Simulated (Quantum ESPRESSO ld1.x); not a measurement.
Run report: B, atomic calculation

- system: the neutral boron atom in the configuration [He] 2s2 5s1.
- method: Dirac Kohn-Sham, BLYP, spin-unpolarised, spherical densities, point nucleus (Quantum ESPRESSO ld1.x 7.5)

### Results in brief

```tsv
quantity	value
outcome	converged
total energy	−24.381233 hartree
kinetic energy	24.320954 hartree
electron–nucleus energy	−54.962569 hartree
Hartree energy	9.879812 hartree
exchange–correlation energy	−3.619430 hartree
radius at density 0.001 e/bohr³	3.38 bohr
SCF iterations	190
hardware	1 CPU thread, shared host
wall time	0.81 s
```

### Remarks

This is an excited configuration.

### Input file
```
 &input
    zed=5.0,
    iswitch=1,
    rel=2,
    dft='BLYP',
    config='[He] 2s2 5s1',
    dx=0.01,
    rmax=200,
    rel_dist='average',
    verbosity='high',
    lsmall=.true.,
    prefix='ld1',
    max_out_wfc=37,
    file_charge='ld1.rho',
 /
```

### The program's output
```
     Program LD1 v.7.5 starts

     --------------------------- All-electron run ----------------------------

     dirac relativistic calculation

     atomic number is  5.00
     dft =BLYP   lsd =0 sic =0 latt =0  beta=0.20 tr2=1.0E-14
     Exchange-correlation= BLYP
                           (   1   3   1   3   0   0   0)
     mesh =1491 r(mesh) = 198.45494 a.u. xmin = -8.00 dx = 0.01000
     1 Ry =  13.60569312 eV, c = 137.03599908

     n l j   nl                  e(Ry)          e(Ha)          e(eV)
     Spin orbit split results
     1 0 0.5 1S 1( 2.00)     -14.153723879      -7.076861940   -192.5712237
     2 0 0.5 2S 1( 2.00)      -1.312973303      -0.656486651    -17.8639118
     5 0 0.5 5S 1( 1.00)      -0.043626352      -0.021813176     -0.5935668
     Averaged results
     1 0     1S 1( 2.00)     -14.153723879      -7.076861940   -192.5712237
     2 0     2S 1( 2.00)      -1.312973303      -0.656486651    -17.8639118
     5 0     5S 1( 1.00)      -0.043626352      -0.021813176     -0.5935668

     final scf error:  9.8E-15 reached in 190 iterations

     Etot =     -48.762466 Ry,     -24.381233 Ha,    -663.447146 eV

     Ekin =      48.641908 Ry,      24.320954 Ha,     661.806874 eV
     Encl =    -109.925138 Ry,     -54.962569 Ha,   -1495.607698 eV
     Eh   =      19.759625 Ry,       9.879812 Ha,     268.843388 eV
     Exc  =      -7.238860 Ry,      -3.619430 Ha,     -98.489710 eV

     normalization and overlap integrals

     s(1S/1S) =  1.000000  <r> =   0.3292  <r2> =    0.1472  r(max) =   0.2103
     LC norm =  0.99971103 + SC norm =  0.00028897 =  1.00000000
     s(1S/2S) =  0.000000
     s(1S/5S) =  0.000000
     s(2S/2S) =  1.000000  <r> =   1.7825  <r2> =    3.7761  r(max) =   1.4341
     LC norm =  0.99996598 + SC norm =  0.00003402 =  1.00000000
     s(2S/5S) =  0.000000
     s(5S/5S) =  1.000000  <r> =  21.9776  <r2> =  529.5977  r(max) =  22.4337
     LC norm =  0.99999883 + SC norm =  0.00000117 =  1.00000000

     LC charge =  4.99935285 + SC charge =  0.00064715 =  5.00000000

     ------------------------ End of All-electron run ------------------------
```

### Orbitals

| orbital | occupation | energy (eV) | ⟨r⟩ (bohr) | outer maximum (bohr) |
| --- | --- | --- | --- | --- |
| 1s | 2 | −192.571 | 0.3292 | 0.210 |
| 2s | 2 | −17.864 | 1.782 | 1.43 |
| 5s | 1 | −0.594 | 21.98 | 22.4 |

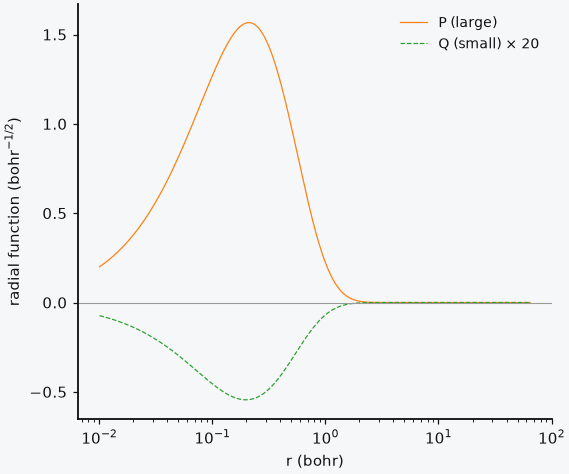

Figure 1. The large and small radial components of the 1s1/2 spinor. The spinor has κ = −1: the large component has l = 0 and 0 radial nodes, the small one has l = 1. The small component carries 0.029 % of the norm; ⟨r⟩ = 0.329 bohr and the eigenvalue is −192.6 eV.

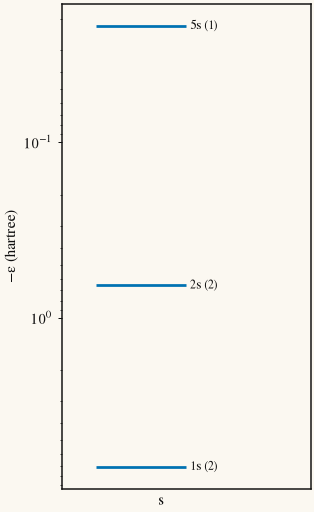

Figure 2. All occupied levels, on a logarithmic scale of binding energy, are drawn (occupations in brackets, the lower j at the left of each column). The highest occupied level is 5s at −0.0218 hartree. From the top down the occupied levels run 5s (−0.0218 hartree), 2s (−0.656 hartree), 1s (−7.08 hartree).

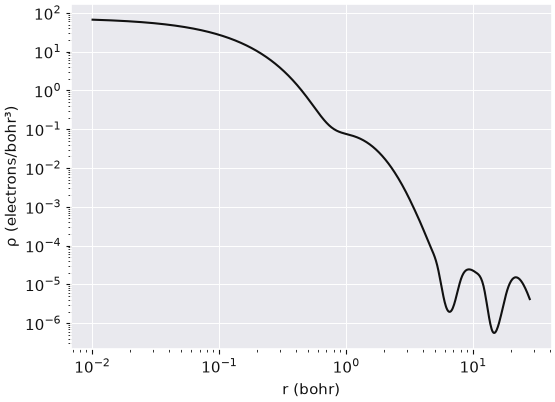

Figure 3. The electron density ρ(r) on a logarithmic scale. The density falls from 67 electrons/bohr³ at the inner end (r = 0.010 bohr) to 0.001 at r = 3.38 bohr, a common measure of the size of an atom or ion. The highest occupied orbital, 5s (⟨r⟩ = 22.0 bohr, −0.594 eV), is also the most diffuse and sets the fall-off far out: over the last part drawn ln ρ falls by 0.23 per bohr, against 2√(−2ε) = 0.42 for the pure exponential. The steps in the slope mark the shells; the radial density has its minima at 0.81 bohr.

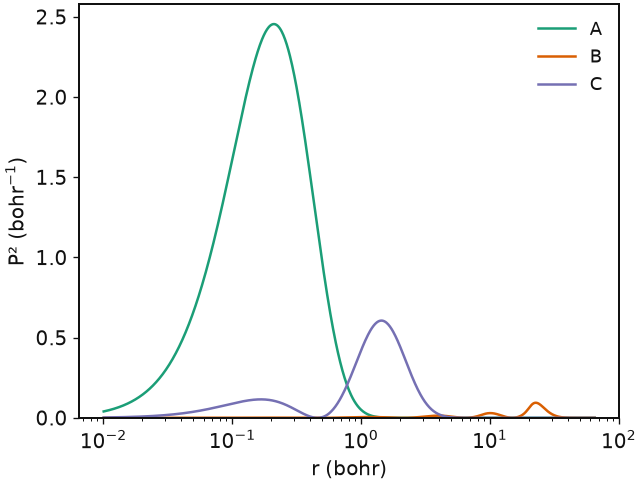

Figure 4. The radial probability densities P² (large components) of 2s, 1s and 5s. A is 1s; B is 5s; C is 2s. 1s: outer maximum at 0.210 bohr, ⟨r⟩ = 0.329 bohr, 0 nodes, eigenvalue −192.6 eV; 2s: outer maximum at 1.43 bohr, ⟨r⟩ = 1.78 bohr, 1 node, eigenvalue −17.9 eV; 5s: outer maximum at 22.4 bohr, ⟨r⟩ = 22.0 bohr, 4 nodes, eigenvalue −0.594 eV.
